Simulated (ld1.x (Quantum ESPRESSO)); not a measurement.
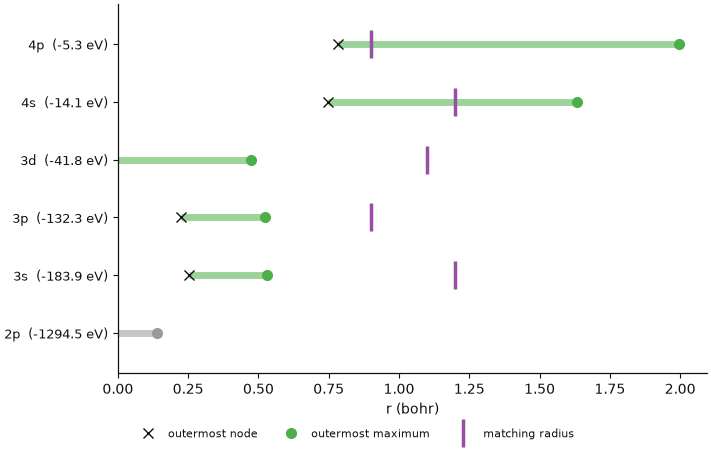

Figure 1. Outer shells of the all-electron reference atom: each bar runs from the outermost node (or the nucleus) to the outermost maximum of u(r); the tick is the radius chosen for the pseudo-wave. Shells without a tick have no pseudo-wave of their own. Levels, nodes and maxima are from ld1.x, non-relativistic.

- Radii against the shells: 3s: 1.20 bohr, outside the maximum; 3p: 0.90 bohr, outside the maximum; 3d: 1.10 bohr, outside the maximum; 4s: 1.20 bohr, between node and maximum; 4p: 0.90 bohr, between node and maximum. The s channel couldn't be tested for ghost states or cutoffs, since the overlap operator isn't positive definite there.

**Run report: As, pseudopotential generation (part 1 of 2)**

- system: arsenic (As, Z = 33), core [Ne], reference valence 3s2 3p6 3d10 4s2 4p3, valence charge 23.
- method: ultrasoft potential, PW91, non-relativistic, made with ld1.x (Quantum ESPRESSO) 7.5

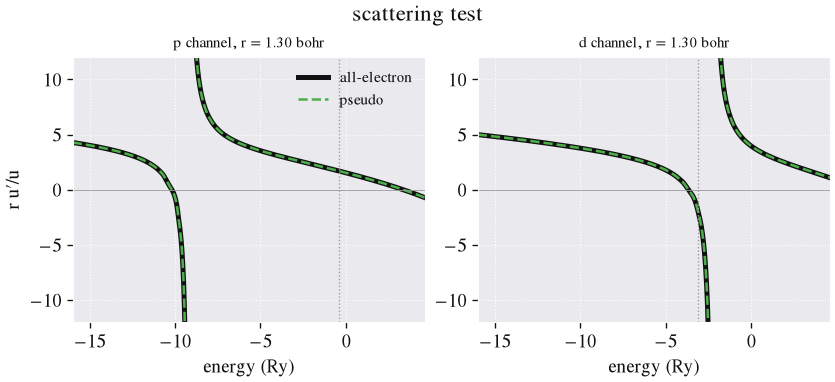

Figure 2. Logarithmic derivatives r u′/u at the test radius against energy, all-electron atom (solid) and pseudo-atom (dashed). Here u = r R(r). The dotted line marks the reference energy of the channel. Not drawn: s: not judged.

- Zeros of the logarithmic derivative: p: all-electron -10.2 and 3.4 Ry, pseudo -10.2 and 3.3 Ry; d: all-electron -3.7 Ry, pseudo -3.7 Ry.
- Poles, where the radial function vanishes at the test radius: p: all-electron at -9.2 Ry, pseudo at -9.2 Ry; d: all-electron at -2.2 Ry, pseudo at -2.2 Ry. The potential isn't sound: its overlap operator has a negative eigenvalue, -0.72.

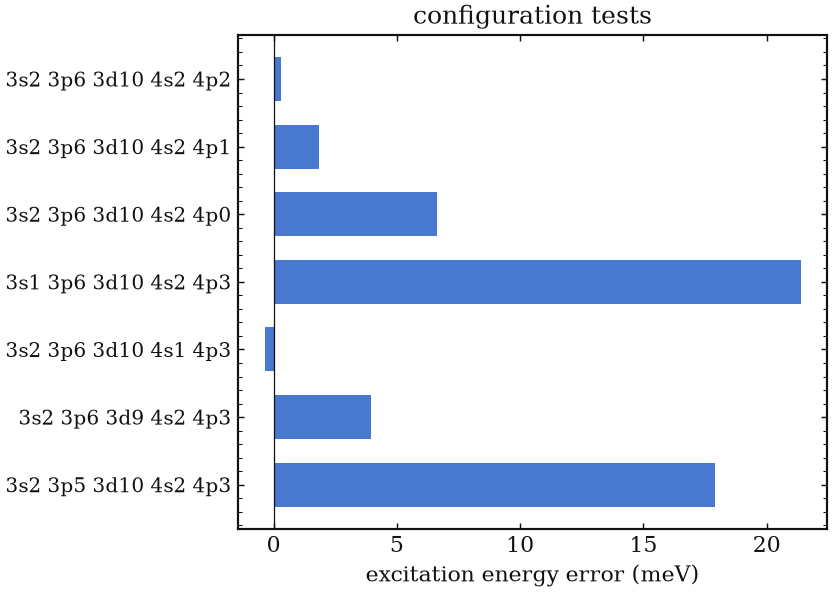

Figure 3. Errors, all-electron minus pseudo, of the energies of valence configurations relative to the unpolarised reference 3s2 3p6 3d10 4s2 4p3.

- Worst configuration: 3s1 3p6 3d10 4s2 4p3 (charge +1): the error is +21 meV on an all-electron energy of +194.87 eV relative to the reference, or 0.011 %.
- Errors in meV: 3s2 3p6 3d10 4s2 4p2: +0.3; 3s2 3p6 3d10 4s2 4p1: +1.8; 3s2 3p6 3d10 4s2 4p0: +6.6; 3s1 3p6 3d10 4s2 4p3: +21; 3s2 3p6 3d10 4s1 4p3: -0.4; 3s2 3p6 3d9 4s2 4p3: +4.0; 3s2 3p5 3d10 4s2 4p3: +18.

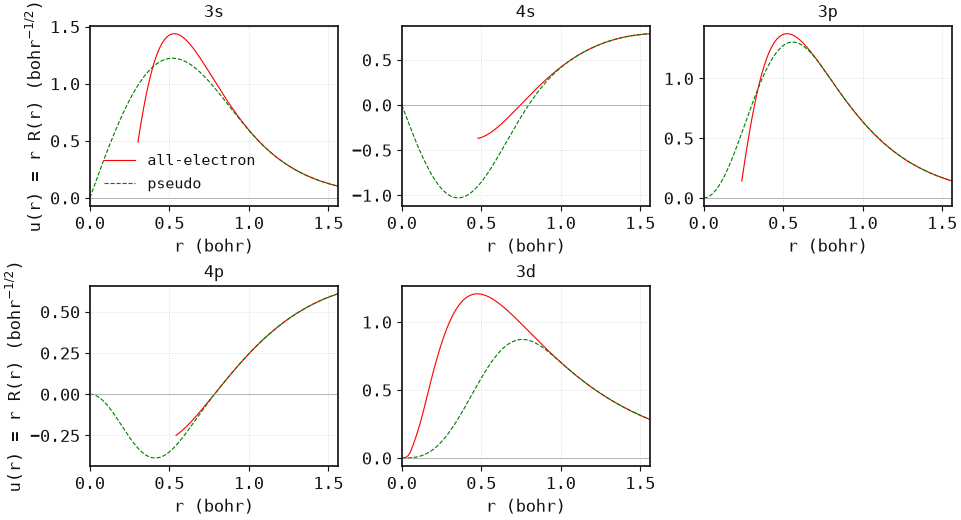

Figure 4. All-electron valence functions (solid) with their pseudo partners (dashed). The innermost oscillations of some all-electron curves aren't drawn. Reference configuration 3s2 3p6 3d10 4s2 4p3.

- Matching radii: 3s at 1.20 bohr; 4s at 1.20 bohr; 3p at 0.90 bohr; 4p at 0.90 bohr; 3d at 1.10 bohr. The curves merge smoothly, so the plot gives these only roughly.
- Nodes of the pseudo-waves: 3s has no node; 4s has a node at about 0.8 bohr; 3p has no node; 4p has a node at about 0.8 bohr; 3d has no node. A node in 4s and 4p is allowed, since a lower shell of the same l is also in the valence.

These pictures come from the run below.

### Input file
```
 &input
   title='As', zed=33., rel=0, dft='PW91', iswitch=3,
   config='[Ar] 3d10 4s2 4p3',
   nld=3, rlderiv=1.30, eminld=-16.0, emaxld=5.0, deld=0.04
 /
 &inputp
   pseudotype=3, tm=.true., lloc=-1, rcloc=1.20,
   nlcc=.true., new_core_ps=.true., rcore=0.45,
   which_augfun='PSQ', rmatch_augfun_nc=.true.,
   file_pseudopw='As.UPF', file_wfcaegen='ae.wfc', file_wfcncgen='nc.wfc', file_beta='beta', file_chi='chi', file_wfcusgen='us.wfc'
 /
6
3S  1  0   2.00   0.00  0.85  1.20  0.0
4S  2  0   2.00   0.00  0.85  1.20  0.0
3P  2  1   6.00   0.00  0.85  0.90  0.0
4P  3  1   3.00   0.00  0.85  0.90  0.0
3D  3  2  10.00   0.00  0.80  1.10  0.0
3D  3  2   0.00  -2.50  0.80  1.10  0.0
 &test
   configts(1)='3s2 3p6 3d10 4s2 4p3'
 /
```

### Input of the test run
```
 &input
   title='As', zed=33., rel=0, dft='PW91', iswitch=2,
   config='[Ar] 3d10 4s2 4p3'
 /
 &test
   file_pseudo='As.UPF', nconf=8,
   configts(1)='3s2 3p6 3d10 4s2 4p3',
   configts(2)='3s2 3p6 3d10 4s2 4p2',
   configts(3)='3s2 3p6 3d10 4s2 4p1',
   configts(4)='3s2 3p6 3d10 4s2 4p0',
   configts(5)='3s1 3p6 3d10 4s2 4p3',
   configts(6)='3s2 3p6 3d10 4s1 4p3',
   configts(7)='3s2 3p6 3d9 4s2 4p3',
   configts(8)='3s2 3p5 3d10 4s2 4p3'
 /
```

Launched with:
```bash
ld1.x < As.in > As.out
```

### Log
```
     Program LD1 v.7.5
     --------------------------- All-electron run ----------------------------

     As

     atomic number is 33.00
     dft =PW91   lsd =0 sic =0 latt =0  beta=0.20 tr2=1.0E-14
     Exchange-correlation= PW91
                           (   1   4   2   2   0   0   0)
     mesh =1209 r(mesh) =  99.83237 a.u. xmin = -7.00 dx = 0.01250
     1 Ry =  13.60569312 eV

     n l     nl                  e(Ry)          e(Ha)          e(eV)
     1 0     1S 1( 2.00)      -848.3024      -424.1512    -11541.7426
     2 0     2S 1( 2.00)      -106.3742       -53.1871     -1447.2948
     2 1     2P 1( 6.00)       -95.1425       -47.5713     -1294.4800
     3 0     3S 1( 2.00)       -13.5177        -6.7589      -183.9180
     3 1     3P 1( 6.00)        -9.7256        -4.8628      -132.3239
     3 2     3D 1(10.00)        -3.0733        -1.5366       -41.8143
     4 0     4S 1( 2.00)        -1.0381        -0.5191       -14.1241
     4 1     4P 1( 3.00)        -0.3880        -0.1940        -5.2785

     final scf error:  7.5E-15 reached in  32 iterations

     Etot =   -4471.920578 Ry,   -2235.960289 Ha,  -60843.579049 eV

     Ekin =    4469.038225 Ry,    2234.519112 Ha,   60804.362639 eV
     Encl =  -10696.989932 Ry,   -5348.494966 Ha, -145539.962354 eV
     Eh   =    1922.290384 Ry,     961.145192 Ha,   26154.093061 eV
     Exc  =    -166.259254 Ry,     -83.129627 Ha,   -2262.072395 eV

     normalization and overlap integrals

     s(1S/1S) =  1.000000  <r> =   0.0464  <r2> =    0.0029  r(max) =   0.0307
     s(2S/2S) =  1.000000  <r> =   0.2067  <r2> =    0.0503  r(max) =   0.1744
     s(2P/2P) =  1.000000  <r> =   0.1788  <r2> =    0.0391  r(max) =   0.1375
     s(3S/3S) =  1.000000  <r> =   0.6092  <r2> =    0.4276  r(max) =   0.5305
     s(3P/3P) =  1.000000  <r> =   0.6218  <r2> =    0.4543  r(max) =   0.5239
     s(3D/3D) =  1.000000  <r> =   0.6751  <r2> =    0.5759  r(max) =   0.4740
     s(4S/4S) =  1.000000  <r> =   1.9702  <r2> =    4.4742  r(max) =   1.6339
     s(4P/4P) =  1.000000  <r> =   2.5565  <r2> =    7.7725  r(max) =   1.9957

     ------------------------ End of All-electron run ------------------------

     --------------------- Generating US pseudopotential ---------------------

      Generating local potential from pseudized AE potential:
      Matching radius rcloc =   1.2000

      Local pseudo, rcloc= 1.195 Estimated cut-off energy=    17.23 Ry

      Computing core charge for nlcc:

       r > 0.45 : true rho core
      Core charge pseudized with two Bessel functions
      Integrated core pseudo-charge :   2.49
      Wfc-us  3S rcutus= 1.195  Estimated cut-off energy=    39.59 Ry
      Wfc-us  4S rcutus= 1.195  Estimated cut-off energy=    81.94 Ry
      Wfc-us  3P rcutus= 0.908  Estimated cut-off energy=   100.50 Ry
      Wfc-us  4P rcutus= 0.908  Estimated cut-off energy=   180.24 Ry
      Wfc-us  3D rcutus= 1.109  Estimated cut-off energy=    96.18 Ry
      Wfc-us  3D rcutus= 1.109  Estimated cut-off energy=   103.20 Ry

     Q pseudized with Bessel functions
     Expected ecutrho=     665.8700 due to l1=  1   l2=  2

     ------------------- End of pseudopotential generation -------------------

     --------------------------- All-electron run ----------------------------

     As

     atomic number is 33.00
     dft =PW91   lsd =0 sic =0 latt =0  beta=0.20 tr2=1.0E-14
     Exchange-correlation= PW91
                           (   1   4   2   2   0   0   0)
     mesh =1209 r(mesh) =  99.83237 a.u. xmin = -7.00 dx = 0.01250
     1 Ry =  13.60569312 eV

     n l     nl                  e(Ry)          e(Ha)          e(eV)
     1 0     1S 1( 2.00)      -848.3024      -424.1512    -11541.7426
     2 0     2S 1( 2.00)      -106.3742       -53.1871     -1447.2948
     2 1     2P 1( 6.00)       -95.1425       -47.5713     -1294.4800
     3 0     3S 1( 2.00)       -13.5177        -6.7589      -183.9180
     3 1     3P 1( 6.00)        -9.7256        -4.8628      -132.3239
     3 2     3D 1(10.00)        -3.0733        -1.5366       -41.8143
     4 0     4S 1( 2.00)        -1.0381        -0.5191       -14.1241
     4 1     4P 1( 3.00)        -0.3880        -0.1940        -5.2785

     final scf error:  7.5E-15 reached in  32 iterations

     Etot =   -4471.920578 Ry,   -2235.960289 Ha,  -60843.579049 eV

     Ekin =    4469.038225 Ry,    2234.519112 Ha,   60804.362639 eV
     Encl =  -10696.989932 Ry,   -5348.494966 Ha, -145539.962354 eV
     Eh   =    1922.290384 Ry,     961.145192 Ha,   26154.093061 eV
     Exc  =    -166.259254 Ry,     -83.129627 Ha,   -2262.072395 eV

     normalization and overlap integrals

     s(1S/1S) =  1.000000  <r> =   0.0464  <r2> =    0.0029  r(max) =   0.0307
     s(2S/2S) =  1.000000  <r> =   0.2067  <r2> =    0.0503  r(max) =   0.1744
     s(2P/2P) =  1.000000  <r> =   0.1788  <r2> =    0.0391  r(max) =   0.1375
     s(3S/3S) =  1.000000  <r> =   0.6092  <r2> =    0.4276  r(max) =   0.5305
     s(3P/3P) =  1.000000  <r> =   0.6218  <r2> =    0.4543  r(max) =   0.5239
     s(3D/3D) =  1.000000  <r> =   0.6751  <r2> =    0.5759  r(max) =   0.4740
     s(4S/4S) =  1.000000  <r> =   1.9702  <r2> =    4.4742  r(max) =   1.6339
     s(4P/4P) =  1.000000  <r> =   2.5565  <r2> =    7.7725  r(max) =   1.9957

     ------------------------ End of All-electron run ------------------------

     Computing logarithmic derivative in   1.29662
     Computing logarithmic derivative in   1.29662
     Computing the partial wave expansion
     R is outside the sphere for l=    0 j= 0.00
     R is outside the sphere for l=    0 j= 0.00
     R is outside the sphere for l=    1 j= 0.00
     R is outside the sphere for l=    1 j= 0.00
     R is outside the sphere for l=    2 j= 0.00
     R is outside the sphere for l=    2 j= 0.00

     ---------------------- Testing the pseudopotential ----------------------

     As

     atomic number is 33.00   valence charge is 23.00
     dft =PW91   lsd =0 sic =0 latt =0  beta=0.20 tr2=1.0E-14
     mesh =1209 r(mesh) =  99.83237 xmin = -7.00 dx = 0.01250

     n l     nl             e AE (Ry)        e PS (Ry)    De AE-PS (Ry)
     1 0     3S   1( 2.00)      -13.51773      -13.51773       -0.00000
     2 1     3P   1( 6.00)       -9.72562       -9.72562       -0.00000
     3 2     3D   1(10.00)       -3.07329       -3.07329       -0.00000
     2 0     4S   1( 2.00)       -1.03810       -1.03810       -0.00000
     3 1     4P   1( 3.00)       -0.38796       -0.38796       -0.00000

     eps = 6.3E-15  iter =  2

     Etot =   -4471.920578 Ry,   -2235.960289 Ha,  -60843.579049 eV
     Etotps =  -674.304355 Ry,    -337.152177 Ha,   -9174.378122 eV

     Ekin =     184.637287 Ry,      92.318644 Ha,    2512.118273 eV
     Encl =   -1342.139849 Ry,    -671.069924 Ha,  -18260.742912 eV
     Ehrt =     560.001247 Ry,     280.000623 Ha,    7619.205109 eV
     Ecxc =     -67.360449 Ry,     -33.680224 Ha,    -916.485595 eV
     (Ecc =      -9.595888 Ry,      -4.797944 Ha,    -130.558706 eV)
     Epseu=      -9.442591 Ry,      -4.721296 Ha,    -128.472996 eV

     ---------------------- End of pseudopotential test ----------------------
```

### Output of the test run (extracts)
```
     ---------------------- Testing the pseudopotential ----------------------

     As

     atomic number is 33.00   valence charge is 23.00
     dft =PW91   lsd =0 sic =0 latt =0  beta=0.20 tr2=1.0E-14
     mesh =1209 r(mesh) =  99.83237 xmin = -7.00 dx = 0.01250

     n l     nl             e AE (Ry)        e PS (Ry)    De AE-PS (Ry)
     1 0     3S   1( 2.00)      -13.51773      -13.51773       -0.00000
     2 1     3P   1( 6.00)       -9.72562       -9.72562       -0.00000
     3 2     3D   1(10.00)       -3.07329       -3.07329       -0.00000
     2 0     4S   1( 2.00)       -1.03810       -1.03810       -0.00000
     3 1     4P   1( 3.00)       -0.38796       -0.38796       -0.00000

     eps = 7.5E-15  iter =  2

     Etot =   -4471.920580 Ry,   -2235.960290 Ha,  -60843.579086 eV
     Etotps =  -674.304353 Ry,    -337.152177 Ha,   -9174.378100 eV

     Ekin =     184.637289 Ry,      92.318644 Ha,    2512.118290 eV
     Encl =   -1342.139848 Ry,    -671.069924 Ha,  -18260.742897 eV
     Ehrt =     560.001246 Ry,     280.000623 Ha,    7619.205097 eV
     Ecxc =     -67.360449 Ry,     -33.680224 Ha,    -916.485594 eV
     (Ecc =      -9.595888 Ry,      -4.797944 Ha,    -130.558706 eV)
     Epseu=      -9.442591 Ry,      -4.721296 Ha,    -128.472996 eV

     ---------------------- End of pseudopotential test ----------------------

     ---------------------- Testing the pseudopotential ----------------------

     As

     atomic number is 33.00   valence charge is 23.00
     dft =PW91   lsd =0 sic =0 latt =0  beta=0.20 tr2=1.0E-14
     mesh =1209 r(mesh) =  99.83237 xmin = -7.00 dx = 0.01250

     n l     nl             e AE (Ry)        e PS (Ry)    De AE-PS (Ry)
     1 0     3S   1( 2.00)      -14.23585      -14.23457       -0.00129
     2 1     3P   1( 6.00)      -10.44368      -10.44222       -0.00146
     3 2     3D   1(10.00)       -3.79000       -3.78851       -0.00149
     2 0     4S   1( 2.00)       -1.68676       -1.68657       -0.00020
     3 1     4P   1( 2.00)       -0.98692       -0.98688       -0.00005

     eps = 2.3E-15  iter = 10

     Etot =   -4471.241620 Ry,   -2235.620810 Ha,  -60834.341354 eV
     Etotps =  -673.625414 Ry,    -336.812707 Ha,   -9165.140666 eV
     dEtot_ae =       0.678961 Ry
     dEtot_ps =       0.678939 Ry,   Delta E=       0.000022 Ry

     Ekin =     184.263549 Ry,      92.131775 Ha,    2507.033305 eV
     Encl =   -1325.651721 Ry,    -662.825860 Ha,  -18036.410499 eV
     Ehrt =     544.168402 Ry,     272.084201 Ha,    7403.788287 eV
     Ecxc =     -66.847560 Ry,     -33.423780 Ha,    -909.507387 eV
     (Ecc =      -9.595888 Ry,      -4.797944 Ha,    -130.558706 eV)
     Epseu=      -9.558085 Ry,      -4.779042 Ha,    -130.044371 eV

     ---------------------- End of pseudopotential test ----------------------

     ---------------------- Testing the pseudopotential ----------------------

     As

     atomic number is 33.00   valence charge is 23.00
     dft =PW91   lsd =0 sic =0 latt =0  beta=0.20 tr2=1.0E-14
     mesh =1209 r(mesh) =  99.83237 xmin = -7.00 dx = 0.01250

     n l     nl             e AE (Ry)        e PS (Ry)    De AE-PS (Ry)
     1 0     3S   1( 2.00)      -15.08587      -15.08220       -0.00367
     2 1     3P   1( 6.00)      -11.29345      -11.28929       -0.00416
     3 2     3D   1(10.00)       -4.63677       -4.63257       -0.00420
     2 0     4S   1( 2.00)       -2.42421       -2.42365       -0.00056
     3 1     4P   1( 1.00)       -1.67207       -1.67187       -0.00020

     eps = 9.4E-15  iter = 17

     Etot =   -4469.918204 Ry,   -2234.959102 Ha,  -60816.335368 eV
     Etotps =  -672.302111 Ry,    -336.151055 Ha,   -9147.136202 eV
     dEtot_ae =       2.002376 Ry
     dEtot_ps =       2.002243 Ry,   Delta E=       0.000134 Ry

     Ekin =     183.096023 Ry,      91.548012 Ha,    2491.148302 eV
     Encl =   -1306.148482 Ry,    -653.074241 Ha,  -17771.055414 eV
     Ehrt =     526.263453 Ry,     263.131726 Ha,    7160.179040 eV
     Ecxc =     -66.254036 Ry,     -33.127018 Ha,    -901.432087 eV
     (Ecc =      -9.595888 Ry,      -4.797944 Ha,    -130.558706 eV)
     Epseu=      -9.259068 Ry,      -4.629534 Ha,    -125.976043 eV

     ---------------------- End of pseudopotential test ----------------------

     ---------------------- Testing the pseudopotential ----------------------

     As

     atomic number is 33.00   valence charge is 23.00
     dft =PW91   lsd =0 sic =0 latt =0  beta=0.20 tr2=1.0E-14
     mesh =1209 r(mesh) =  99.83237 xmin = -7.00 dx = 0.01250

     n l     nl             e AE (Ry)        e PS (Ry)    De AE-PS (Ry)
     1 0     3S   1( 2.00)      -16.04337      -16.03594       -0.00743  !
     2 1     3P   1( 6.00)      -12.25043      -12.24205       -0.00838  !
     3 2     3D   1(10.00)       -5.58878       -5.58034       -0.00844  !
     2 0     4S   1( 2.00)       -3.22537       -3.22427       -0.00109
     3 1     4P   1( 0.00)       -2.42043       -2.41989       -0.00054

     eps = 6.2E-15  iter = 19

     Etot =   -4467.876479 Ry,   -2233.938240 Ha,  -60788.556291 eV
     Etotps =  -670.260739 Ry,    -335.130369 Ha,   -9119.361925 eV
     dEtot_ae =       4.044101 Ry
     dEtot_ps =       4.043614 Ry,   Delta E=       0.000486 Ry

     Ekin =     180.924797 Ry,      90.462398 Ha,    2461.607265 eV
     Encl =   -1284.193803 Ry,    -642.096902 Ha,  -17472.346797 eV
     Ehrt =     506.983108 Ry,     253.491554 Ha,    6897.856584 eV
     Ecxc =     -65.621376 Ry,     -32.810688 Ha,    -892.824305 eV
     (Ecc =      -9.595888 Ry,      -4.797944 Ha,    -130.558706 eV)
     Epseu=      -8.353464 Ry,      -4.176732 Ha,    -113.654673 eV

     ---------------------- End of pseudopotential test ----------------------
```

(Continued in part 2.) Outcome of the run: generated, but the overlap operator is not positive, so unusable.
